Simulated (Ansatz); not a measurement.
```xyz
7

Al    0.1368   -0.2667    0.2315
H    -0.0048   -0.7379    1.7527
O     1.6657    0.0047   -0.5339
H     2.4632   -0.1423    0.0042
N    -1.3171    0.0054   -0.7654
H    -2.2717   -0.1197   -0.4323
H    -1.3117    0.3047   -1.7391
```

All numbers below come from Ansatz 0.2.0, RKS PBE/6-31G*.

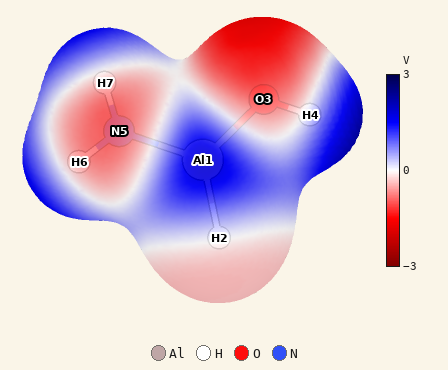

AlH4NO. The electrostatic potential painted on the density surface at 0.002 e/bohr³, seen across its widest extent; the colour scale runs from red (negative) to blue (positive).

Question: Describe the electrostatic potential map.

Answer: The most negative region (about −1.7 V) lies over O3, the most positive (about +2.2 V) over H4. O3 is the likeliest acceptor of a hydrogen bond.
